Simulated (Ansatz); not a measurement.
Geometry relaxation, with input and output: Al$_{18}$HCl (part 3 of 3)

Continued. System: Al$_{18}$HCl (slab, 20 atoms in the cell). Method: DFT PBE-D3(BJ), scalar-relativistic, plane waves, PAW, no spin polarisation (Ansatz 0.2.0); cutoff 420 eV, 3×2×1 k-mesh, Gaussian smearing of 0.15 eV. The input holds or restrains some coordinates. Forces given for the steps count only the free coordinates. It belongs to a series of runs on one base structure; here: end point B relaxed.

Geometry of the input (Å; fractional positions):
```
5.7276  0.0000  0.0000
4.2957  7.4403  0.0000
0.0000  0.0000  15.6765
Al 0.1667  0.1111  0.0638
Al 0.6667  0.1111  0.0638
Al 0.1667  0.4444  0.0638
Al 0.6667  0.4444  0.0638
Al 0.1667  0.7778  0.0638
Al 0.6667  0.7778  0.0638
Al -0.1667  0.2222  0.2129
Al 0.3333  0.2222  0.2129
Al -0.1667  0.5556  0.2129
Al 0.3333  0.5556  0.2129
Al -0.1667  0.8889  0.2129
Al 0.3333  0.8889  0.2129
Al 0.0000  0.0000  0.3621
Al 0.5000  0.0000  0.3621
Al -0.0000  0.3333  0.3621
Al 0.5000  0.3333  0.3621
Al -0.0000  0.6667  0.3621
Al 0.5000  0.6667  0.3621
Cl 0.2500  0.1667  0.4763
H  -0.1667  0.5556  0.3423
```

Trajectory as extended XYZ, continued:
```
20
Lattice="5.7276 0.0000 0.0000 4.2957 7.4403 0.0000 0.0000 0.0000 15.6765" Properties=species:S:1:pos:R:3:forces:R:3 step=7 energy=-10771.92470
Al    1.4319    0.8267    1.0000   -0.0688  -0.0403   0.1908
Al    4.2957    0.8267    1.0000    0.0343   0.0339   0.0972
Al    2.8638    3.3068    1.0000    0.0293   0.0389   0.0091
Al    5.7276    3.3068    1.0000   -0.0260   0.1678  -0.1377
Al    4.2957    5.7869    1.0000    0.0200  -0.0829  -0.0045
Al    7.1595    5.7869    1.0000    0.0038  -0.1256  -0.1487
Al    0.0158    1.6556    3.2814    0.0021  -0.0022   0.0046
Al    2.8729    1.6246    3.4109    0.0006   0.0046   0.0044
Al    1.4507    4.1652    3.2351   -0.0014   0.0048  -0.0595
Al    4.3360    4.1488    3.3026    0.0024   0.0106   0.0020
Al    2.8805    6.6139    3.2890    0.0061  -0.0077   0.0014
Al    5.7594    6.6347    3.3496   -0.0059   0.0011   0.0004
Al   -0.0828   -0.0242    5.5667   -0.0136  -0.0019   0.0033
Al    2.9221   -0.1843    5.6971   -0.0129   0.0206   0.0494
Al    1.4452    2.2917    5.8151    0.0158   0.0578  -0.0195
Al    4.4092    2.5120    5.6554   -0.0041  -0.0086   0.0023
Al    2.9798    4.9412    5.7031   -0.0121  -0.0224   0.0059
Al    5.7348    4.9600    5.7113    0.0147  -0.0004  -0.0148
Cl    2.2862    0.9849    7.7514    0.0233  -0.0591  -0.0303
H     1.5422    3.9691    5.0177   -0.0076   0.0110   0.0443
20
Lattice="5.7276 0.0000 0.0000 4.2957 7.4403 0.0000 0.0000 0.0000 15.6765" Properties=species:S:1:pos:R:3:forces:R:3 step=10 energy=-10771.93582
Al    1.4319    0.8267    1.0000   -0.0832  -0.0239   0.2164
Al    4.2957    0.8267    1.0000    0.0519   0.0347   0.1132
Al    2.8638    3.3068    1.0000    0.0584   0.0337  -0.0202
Al    5.7276    3.3068    1.0000   -0.0477   0.1493  -0.1614
Al    4.2957    5.7869    1.0000    0.0090  -0.0822  -0.0135
Al    7.1595    5.7869    1.0000    0.0085  -0.1033  -0.1580
Al    0.0249    1.6559    3.2842   -0.0003   0.0069  -0.0057
Al    2.8800    1.6248    3.4082    0.0028   0.0069  -0.0018
Al    1.4566    4.1616    3.2087    0.0001  -0.0020   0.0472
Al    4.3316    4.1569    3.3038   -0.0043  -0.0024   0.0008
Al    2.8869    6.6107    3.2912   -0.0043  -0.0002   0.0029
Al    5.7568    6.6412    3.3528   -0.0011   0.0046   0.0167
Al   -0.0784   -0.0077    5.5703    0.0289   0.0194   0.0114
Al    2.9368   -0.1928    5.7012   -0.0208   0.0097   0.0388
Al    1.4857    2.3536    5.8038   -0.0003  -0.0290  -0.0109
Al    4.4280    2.5111    5.6553   -0.0261  -0.0091   0.0108
Al    2.9671    4.9292    5.7107    0.0009   0.0055  -0.0036
Al    5.7166    4.9749    5.7019   -0.0062   0.0123   0.0056
Cl    2.3496    0.8210    7.7423    0.0158  -0.0220  -0.0486
H     1.4919    4.0315    4.9948    0.0179  -0.0088  -0.0407
20
Lattice="5.7276 0.0000 0.0000 4.2957 7.4403 0.0000 0.0000 0.0000 15.6765" Properties=species:S:1:pos:R:3:forces:R:3 step=13 energy=-10771.93923
Al    1.4319    0.8267    1.0000   -0.0820  -0.0293   0.2085
Al    4.2957    0.8267    1.0000    0.0581   0.0322   0.1206
Al    2.8638    3.3068    1.0000    0.0556   0.0415  -0.0382
Al    5.7276    3.3068    1.0000   -0.0476   0.1410  -0.1712
Al    4.2957    5.7869    1.0000    0.0114  -0.0834  -0.0039
Al    7.1595    5.7869    1.0000    0.0095  -0.0974  -0.1417
Al    0.0246    1.6567    3.2762   -0.0029  -0.0023   0.0013
Al    2.8815    1.6224    3.3961   -0.0009   0.0000  -0.0061
Al    1.4552    4.1624    3.2061   -0.0084   0.0005  -0.0253
Al    4.3287    4.1571    3.3019    0.0013   0.0032   0.0072
Al    2.8903    6.6094    3.2964   -0.0002   0.0048   0.0047
Al    5.7555    6.6394    3.3643    0.0005  -0.0066  -0.0098
Al   -0.0601   -0.0085    5.5743    0.0105  -0.0008   0.0071
Al    2.9448   -0.2206    5.7069   -0.0145   0.0199  -0.0079
Al    1.4794    2.3378    5.7773   -0.0086   0.0054  -0.0037
Al    4.4151    2.4964    5.6532   -0.0100   0.0015   0.0043
Al    2.9746    4.9195    5.7112    0.0021  -0.0029  -0.0067
Al    5.7218    4.9504    5.7043    0.0137  -0.0191  -0.0110
Cl    2.4269    0.7238    7.7442    0.0100  -0.0020   0.0299
H     1.5192    4.0132    4.9670    0.0022  -0.0062   0.0419
20
Lattice="5.7276 0.0000 0.0000 4.2957 7.4403 0.0000 0.0000 0.0000 15.6765" Properties=species:S:1:pos:R:3:forces:R:3 step=15 energy=-10771.94326
Al    1.4319    0.8267    1.0000   -0.0857  -0.0330   0.1820
Al    4.2957    0.8267    1.0000    0.0738   0.0324   0.1333
Al    2.8638    3.3068    1.0000    0.0618   0.0541  -0.0615
Al    5.7276    3.3068    1.0000   -0.0588   0.1158  -0.1782
Al    4.2957    5.7869    1.0000    0.0116  -0.0861   0.0103
Al    7.1595    5.7869    1.0000    0.0171  -0.0866  -0.1284
Al    0.0196    1.6548    3.2733   -0.0015  -0.0083   0.0068
Al    2.8762    1.6194    3.3831   -0.0007  -0.0098  -0.0081
Al    1.4498    4.1610    3.2043   -0.0102   0.0032  -0.0436
Al    4.3214    4.1574    3.3047    0.0009  -0.0018   0.0034
Al    2.8911    6.6109    3.3097   -0.0087   0.0089   0.0140
Al    5.7526    6.6338    3.3752    0.0083  -0.0139  -0.0305
Al   -0.0351   -0.0117    5.5876    0.0110  -0.0154   0.0119
Al    2.9451   -0.2421    5.7292   -0.0305   0.0392  -0.0100
Al    1.4652    2.3176    5.7614   -0.0178   0.0174  -0.0133
Al    4.3926    2.4795    5.6565   -0.0041   0.0092   0.0028
Al    2.9862    4.9140    5.7150    0.0092  -0.0061  -0.0162
Al    5.7369    4.9149    5.7066    0.0146  -0.0185  -0.0135
Cl    2.5579    0.5944    7.7975    0.0127   0.0033   0.0648
H     1.5562    3.9853    4.9527   -0.0027  -0.0043   0.0744
20
Lattice="5.7276 0.0000 0.0000 4.2957 7.4403 0.0000 0.0000 0.0000 15.6765" Properties=species:S:1:pos:R:3:forces:R:3 step=18 energy=-10771.95654
Al    1.4319    0.8267    1.0000   -0.0863  -0.0414   0.1227
Al    4.2957    0.8267    1.0000    0.0945   0.0351   0.1497
Al    2.8638    3.3068    1.0000    0.0859   0.0528  -0.0995
Al    5.7276    3.3068    1.0000   -0.0931   0.0787  -0.1766
Al    4.2957    5.7869    1.0000    0.0186  -0.0905   0.0420
Al    7.1595    5.7869    1.0000    0.0131  -0.0517  -0.1092
Al    0.0101    1.6484    3.2761    0.0016  -0.0172   0.0155
Al    2.8657    1.6111    3.3598    0.0068  -0.0138  -0.0116
Al    1.4396    4.1570    3.2020   -0.0176   0.0121  -0.0588
Al    4.3038    4.1566    3.3080    0.0167  -0.0100  -0.0003
Al    2.8812    6.6151    3.3431   -0.0218   0.0105   0.0235
Al    5.7444    6.6235    3.3884    0.0243  -0.0194  -0.0567
Al   -0.0040   -0.0114    5.6169   -0.0043  -0.0430   0.0247
Al    2.9240   -0.2517    5.7976   -0.0679   0.1007   0.0090
Al    1.4313    2.3028    5.7207   -0.0077   0.0096  -0.0012
Al    4.3467    2.4664    5.6623   -0.0010   0.0037   0.0014
Al    2.9923    4.9227    5.7191    0.0210  -0.0111  -0.0303
Al    5.7468    4.8788    5.7152    0.0080  -0.0124  -0.0212
Cl    2.8088    0.3593    7.9317    0.0065   0.0130   0.0606
H     1.5906    3.9684    4.9383    0.0029  -0.0059   0.1172
20
Lattice="5.7276 0.0000 0.0000 4.2957 7.4403 0.0000 0.0000 0.0000 15.6765" Properties=species:S:1:pos:R:3:forces:R:3 step=21 energy=-10771.97321
Al    1.4319    0.8267    1.0000   -0.0742  -0.0331   0.0743
Al    4.2957    0.8267    1.0000    0.0821   0.0396   0.1417
Al    2.8638    3.3068    1.0000    0.1001   0.0350  -0.0915
Al    5.7276    3.3068    1.0000   -0.1184   0.0632  -0.1395
Al    4.2957    5.7869    1.0000    0.0225  -0.0903   0.0758
Al    7.1595    5.7869    1.0000    0.0072  -0.0370  -0.0785
Al   -0.0003    1.6338    3.2947    0.0056   0.0074   0.0052
Al    2.8587    1.6068    3.3514   -0.0048   0.0071   0.0009
Al    1.4355    4.1470    3.2272    0.0044   0.0010  -0.0117
Al    4.2984    4.1506    3.3124   -0.0015  -0.0023  -0.0034
Al    2.8559    6.6213    3.3772   -0.0083  -0.0088  -0.0100
Al    5.7416    6.6146    3.3810   -0.0070   0.0022  -0.0105
Al   -0.0223   -0.0144    5.6494    0.0013   0.0111  -0.0068
Al    2.8652   -0.1791    5.8991    0.0034   0.0011   0.0377
Al    1.3996    2.2952    5.7096   -0.0047   0.0150  -0.0031
Al    4.3116    2.4810    5.6769    0.0061   0.0067   0.0036
Al    2.9795    4.9679    5.7142   -0.0146  -0.0050   0.0070
Al    5.7369    4.8972    5.7341    0.0033   0.0080  -0.0151
Cl    2.9283    0.2887    8.0673   -0.0078  -0.0140  -0.0064
H     1.5718    3.9870    5.0022    0.0052  -0.0069   0.0304
20
Lattice="5.7276 0.0000 0.0000 4.2957 7.4403 0.0000 0.0000 0.0000 15.6765" Properties=species:S:1:pos:R:3:forces:R:3 step=24 energy=-10771.97807
Al    1.4319    0.8267    1.0000   -0.0591  -0.0178   0.0375
Al    4.2957    0.8267    1.0000    0.0539   0.0611   0.0923
Al    2.8638    3.3068    1.0000    0.0969  -0.0007  -0.0640
Al    5.7276    3.3068    1.0000   -0.1271   0.0632  -0.1152
Al    4.2957    5.7869    1.0000    0.0557  -0.0659   0.0895
Al    7.1595    5.7869    1.0000   -0.0361  -0.0204  -0.0638
Al   -0.0100    1.6487    3.3170   -0.0013   0.0075   0.0004
Al    2.8537    1.6234    3.3539   -0.0009   0.0022  -0.0160
Al    1.4359    4.1489    3.2623   -0.0121   0.0085  -0.0016
Al    4.2938    4.1599    3.3204    0.0015  -0.0006  -0.0024
Al    2.8282    6.6309    3.3887    0.0076  -0.0032  -0.0130
Al    5.7335    6.6286    3.3846    0.0049  -0.0070  -0.0033
Al   -0.0592    0.0184    5.6700   -0.0023   0.0009   0.0100
Al    2.8469   -0.1325    6.0498    0.0229  -0.0035   0.0330
Al    1.3939    2.3037    5.7140    0.0064  -0.0043   0.0049
Al    4.2922    2.5074    5.7047   -0.0073  -0.0080   0.0076
Al    2.9570    5.0147    5.7298   -0.0014   0.0059   0.0091
Al    5.7135    4.9415    5.7419    0.0033  -0.0047   0.0134
Cl    2.8642    0.1998    8.2295   -0.0008  -0.0085  -0.0137
H     1.5461    4.0175    5.0793   -0.0046  -0.0045  -0.0047
20
Lattice="5.7276 0.0000 0.0000 4.2957 7.4403 0.0000 0.0000 0.0000 15.6765" Properties=species:S:1:pos:R:3:forces:R:3 step=27 energy=-10771.99105
Al    1.4319    0.8267    1.0000   -0.0079  -0.0198  -0.0598
Al    4.2957    0.8267    1.0000    0.0082   0.0745  -0.0219
Al    2.8638    3.3068    1.0000    0.1061  -0.1038  -0.0385
Al    5.7276    3.3068    1.0000   -0.1346   0.0569  -0.0293
Al    4.2957    5.7869    1.0000    0.1441  -0.0208   0.0755
Al    7.1595    5.7869    1.0000   -0.1155   0.0078  -0.0565
Al   -0.0080    1.6516    3.3755    0.0103  -0.0016   0.0081
Al    2.8629    1.6434    3.3423    0.0057  -0.0131   0.0183
Al    1.4266    4.1437    3.3388    0.0193  -0.0014   0.0185
Al    4.3023    4.1474    3.3609   -0.0106  -0.0104   0.0166
Al    2.8378    6.6207    3.3918   -0.0341   0.0180   0.0447
Al    5.7414    6.6194    3.3766    0.0158   0.0224   0.0445
Al   -0.0874    0.0209    5.7207   -0.0137  -0.0241   0.0152
Al    2.8889   -0.1040    6.5002   -0.0032   0.0006  -0.1514
Al    1.4654    2.2232    5.7463    0.0350   0.0239   0.0082
Al    4.2859    2.5008    5.7818   -0.0278  -0.0049  -0.0064
Al    2.9237    5.0360    5.7759    0.0114  -0.0062  -0.0038
Al    5.7132    4.9928    5.8092   -0.0301   0.0197  -0.0132
Cl    2.8091    0.0856    8.6502    0.0087  -0.0234   0.1041
H     1.4922    3.9871    5.2336    0.0129   0.0056   0.0265
20
Lattice="5.7276 0.0000 0.0000 4.2957 7.4403 0.0000 0.0000 0.0000 15.6765" Properties=species:S:1:pos:R:3:forces:R:3 step=30 energy=-10771.99582
Al    1.4319    0.8267    1.0000   -0.0123  -0.0170  -0.0341
Al    4.2957    0.8267    1.0000    0.0119   0.0743   0.0048
Al    2.8638    3.3068    1.0000    0.0956  -0.0963  -0.0212
Al    5.7276    3.3068    1.0000   -0.1232   0.0613  -0.0100
Al    4.2957    5.7869    1.0000    0.1435  -0.0171   0.1122
Al    7.1595    5.7869    1.0000   -0.1200   0.0051  -0.0226
Al   -0.0070    1.6570    3.3804    0.0044  -0.0029  -0.0019
Al    2.8627    1.6457    3.3463   -0.0025   0.0024   0.0030
Al    1.4303    4.1485    3.3453    0.0008   0.0003   0.0001
Al    4.2999    4.1530    3.3615   -0.0003  -0.0005   0.0010
Al    2.8264    6.6314    3.4061    0.0050  -0.0003  -0.0021
Al    5.7401    6.6291    3.3920   -0.0078   0.0031  -0.0010
Al   -0.0936    0.0239    5.7373    0.0103  -0.0004  -0.0081
Al    2.8773   -0.1060    6.4693   -0.0105  -0.0040  -0.0061
Al    1.4590    2.2339    5.7531    0.0115  -0.0078  -0.0022
Al    4.2735    2.4962    5.7856    0.0012   0.0034  -0.0031
Al    2.9252    5.0406    5.7787   -0.0056  -0.0110  -0.0049
Al    5.6977    4.9917    5.8078    0.0038   0.0082  -0.0052
Cl    2.8256   -0.0010    8.6382    0.0019   0.0036  -0.0060
H     1.4944    3.9989    5.2567   -0.0077  -0.0044   0.0072
```

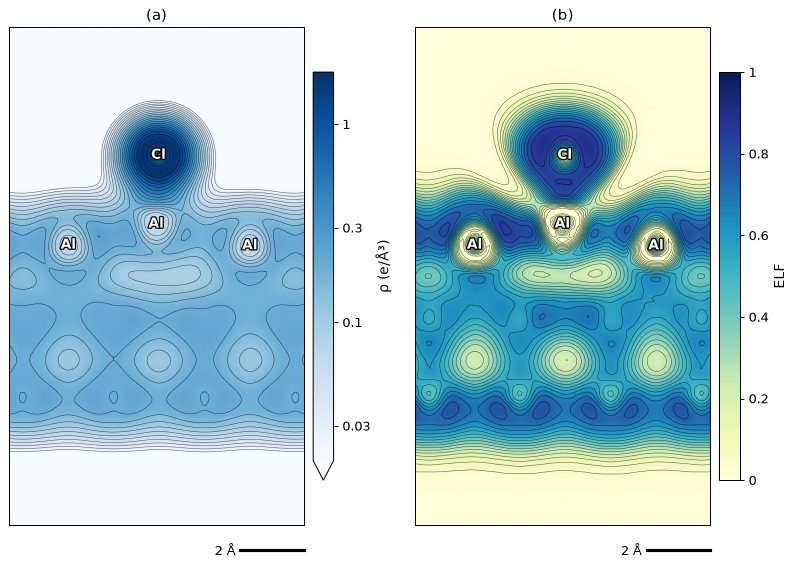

Fig. 1: (a) valence pseudo-density; (b) electron localisation function on the (100) plane of the calculation cell, a cut from vacuum to vacuum. The section cuts through Al and Cl sites. Al–Cl (2.17 Å): the density is about 0.65 e/Å³ at the midpoint; the ELF is about 0.85 at the midpoint. The density dies away to nearly zero in the vacuum. The fields are those of the smooth PAW valence density.

Results in brief:

| quantity | value |
| --- | --- |
| outcome | converged under the restraints of the input |
| electrons treated | 62 |
| free energy | −10771.9958 eV |
| Fermi energy | 1.193 eV |
| final volume | 668.05 Å³ |
| largest force (length of the vector) at the end, held atoms and coordinates included | 0.183 eV/Å |
| hardware | 1 thread of Arm Neoverse V2, 24 GiB of memory available, shared host |
| wall time | 4.7 min |
| peak memory | 0.66 GiB |

Remarks:

The program warns: the exchange-correlation potential is rough where the density is thin.
